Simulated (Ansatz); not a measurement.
Take Zr in the hcp (Mg type) structure (space group P6_3/mmc, No. 194; a = 3.144 Å, c = 5.093 Å; relaxed with 0.1 eV smearing) as the base. Axes: x lies along a and z along c of the hexagonal cell.

Structures relaxed with plane-wave PAW DFT at the LDA level (Ansatz, a quantum-chemistry and plane-wave program, 420 eV), spin-orbit coupling left out.

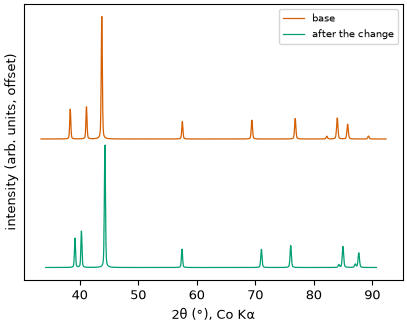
Simulated powder patterns before (top) and after one change

### Question
Which change produced these results?
(A) biaxial strain +1.50 %, plane normal [001], relaxed out of plane
(B) biaxial strain −2.50 %, plane normal [001], relaxed out of plane
(C) biaxial strain −1.00 %, plane normal [001], relaxed out of plane
(D) biaxial strain −2.00 %, plane normal [001], relaxed out of plane

### Answer
D, biaxial strain −2.00 %, plane normal [001], relaxed out of plane. Its volume per atom is 21.36 Å³ against 21.80 Å³, and its space group is P6_3/mmc (No. 194).

No phonon test of stability was made. All final runs are without spin polarisation.
